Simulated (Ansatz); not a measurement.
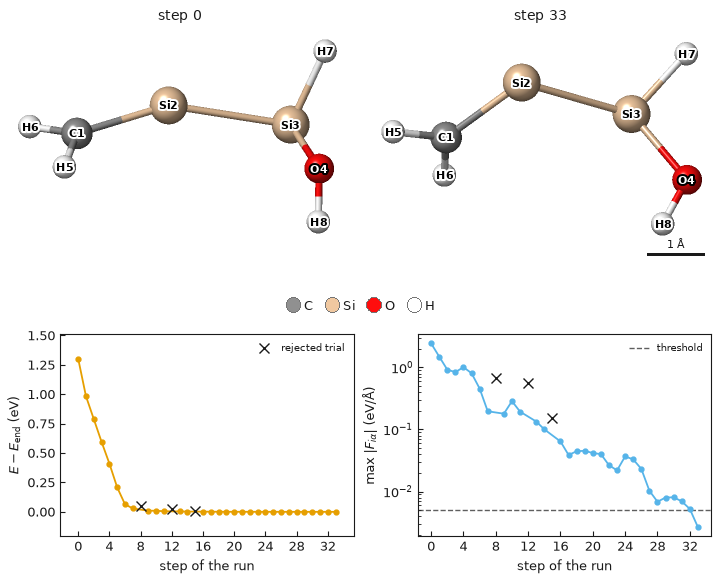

First and last geometry of a relaxation of CH4OSi2, with the history of the run. A ball-and-stick model, seen at a tilt.

The calculation used Ansatz 0.2.0, RKS PBE0-D4/def2-TZVP. Set-up: force threshold 0.005 eV/Å; at most 200 steps.

Read the history and describe the run.

Answer. It converged. Over 30 accepted moves (33 points after the start) the energy falls by 1.302 eV. The largest force component goes from 2.4 to 0.0027 eV/Å. The line search rejected the trial steps at points 8, 12, 15 of the run. The atom that moves furthest after the best rigid fit is H6 (1.31 Å). Largest moves by element: H 1.31 Å, Si 1.03 Å, O 0.50 Å, C 0.19 Å. Among the contacts that change: Si3–O4 1.677 → 1.641 Å, C1–Si2 1.765 → 1.730 Å, Si2–Si3 2.261 → 2.293 Å, O4–H8 0.950 → 0.961 Å. Bond angles that change, for instance: C1–Si2–Si3 154.8° → 114.0°, Si2–Si3–O4 100.4° → 122.1°, Si2–Si3–H7 101.8° → 119.3°. Groups turn about C1–Si2 by about 110°.
